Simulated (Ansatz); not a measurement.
# NH4+ (singlet): wave-function methods side by side, 6-31G

Aim: climb from Hartree-Fock through coupled cluster and multireference methods for NH4+ (singlet) at one geometry and basis, and see what each rung misses.

The runs use Ansatz 0.2.0, Gaussian basis; 6-31G, core rule «outside noble gas», up to 1 orbitals frozen.

Plan: UHF; CCSD(T) on RHF; BCCD(T) on RHF; CISD; CCSDT(Q) on RHF; CISDTQ; CCSDTQ on RHF; CASSCF and MRCISD+Q, 8 electrons in 8 orbitals; CASSCF and NEVPT2, 8 electrons in 8 orbitals; Full CI; Full CI, several states.

13 further runs of the same task are left out: 6 that didn't finish, 7 set aside as unsound or not needed.

## (1) The system

The geometry is a PBE0/def2-TZVP stationary point (not a proven minimum).

5 atoms, charge 1, spin multiplicity 1.

Atoms are counted from 1 here; the program's logs count them from 0.

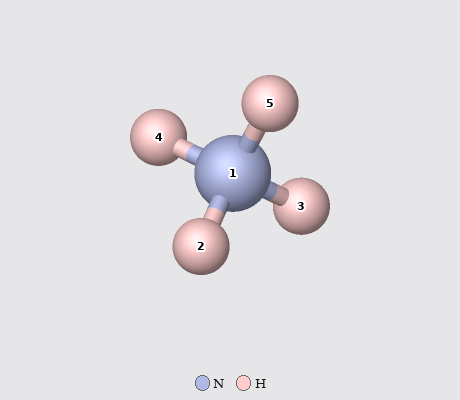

The geometry (nitrogen light blue, hydrogen pink); atoms are numbered from 1 in the order of the file.

## (2) UHF

Input file in.yaml:

```yaml
crystal:
  periodic: [false, false, false]
  atoms:
    - {symbol: N, position_ang: [0.000000, 0.000000, 0.000000]}
    - {symbol: H, position_ang: [0.590343, 0.592302, 0.590214]}
    - {symbol: H, position_ang: [-0.592921, -0.588246, 0.591684]}
    - {symbol: H, position_ang: [-0.588983, 0.589598, -0.594267]}
    - {symbol: H, position_ang: [0.591561, -0.593654, -0.587631]}
basis:
  gaussian: {orbitals: 6-31G}
total_charge: 1
magnetization: {spin_polarized: true, initial_magnetization: 0}
hamiltonian: {xc: hf}
output: {orbitals: {seedname: orbitals}}
```

The run is started by

```console
$ ansatz run in.yaml --threads 1 --pin off --events-out ev --progress --plain --max-ram 2176MiB
```

The runs that follow: CCSD(T) on RHF; BCCD(T) on RHF; CISD; CCSDT(Q) on RHF; CISDTQ; CCSDTQ on RHF; CASSCF and MRCISD+Q, 8 electrons in 8 orbitals; CASSCF and NEVPT2, 8 electrons in 8 orbitals; Full CI; Full CI, several states.

**Question.** What will the summary of the whole plan be? Wanted: FCI below the RHF energy; RMP2 from FCI; RCCSD from FCI; RCCSD(T) from FCI; RCCSDT(Q) from FCI; NEVPT2 valence from FCI; MRCISD+Q valence from FCI; T1 diagnostic; effectively unpaired electrons.

**Answer**, as computed:

| quantity | value |
| --- | --- |
| FCI below the RHF energy | -3.6556 eV |
| RMP2 from FCI | +457.6 meV |
| RCCSD from FCI | +46.7 meV |
| RCCSD(T) from FCI | +10.5 meV |
| RCCSDT(Q) from FCI | 0.0 meV |
| NEVPT2 valence from FCI | +171.9 meV |
| MRCISD+Q valence from FCI | 0.0 meV |
| levels within 1 kcal/mol (43 meV) | RCCSD(T), BCCD(T), RCCSDT, CISDTQ, RCCSDT(Q), RCCSDTQ, MRCISD valence, MRCISD+Q valence |
| T1 diagnostic | 0.006 |
| effectively unpaired electrons | 0.02 |

**Reading.** RCCSD(T) lands +10.5 meV from the yardstick (0.3 % of the correlation energy). One determinant dominates. Of the multireference levels listed MRCISD+Q valence comes nearest in total energy (0.0 meV), which doesn't show that its space is the better one. The next state among those solved, a triplet, lies 14.90 eV up. These misses are within one basis, not against nature.
